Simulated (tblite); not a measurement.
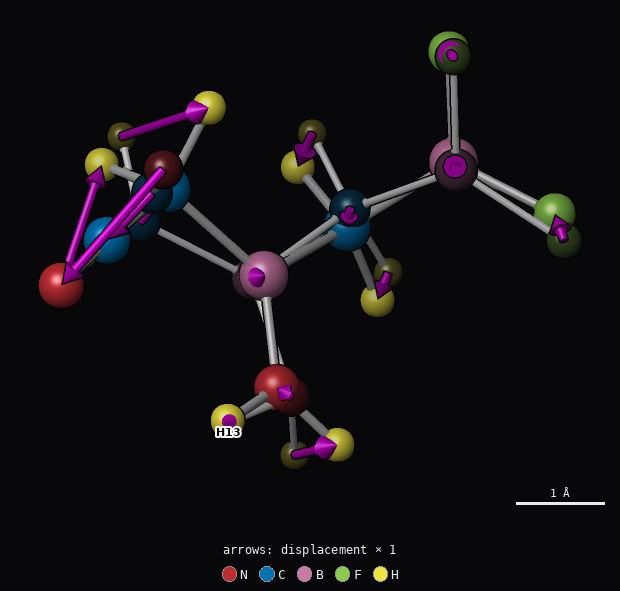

This is a relaxation of C₃H₆B₂F₂N₂. The starting structure is drawn faded, the final one solid; purple arrows show the displacements, at their true length. The two geometries are superimposed by the best rigid fit.

The picture is a ball-and-stick view, seen at a tilt.

The calculation used tblite, GFN2-xTB geometry optimisation, gas phase. 

Question: Describe the change and its energy.

Answer: The atom that moves furthest after the best rigid fit is an N atom (1.78 Å). Largest moves by element: N 1.78 Å, H 1.53 Å, C 0.75 Å, F 0.70 Å, B 0.46 Å. Some distances before and after: B–N 1.529 → 1.375 Å, B–F 1.467 → 1.322 Å, C–H 1.141 → 1.093 Å, B–C 1.560 → 1.606 Å. Bond angles that change, for instance: B–N–H 106.0° → 124.0°, B–N–H 108.9° → 123.1°, F–B–F 121.2° → 113.4°. Groups turn about B–C by about 70°. Over 163 geometry steps the energy falls by 1.896 eV. Cost: 1.6 s on 1 thread of Arm Neoverse N1, on a shared host.
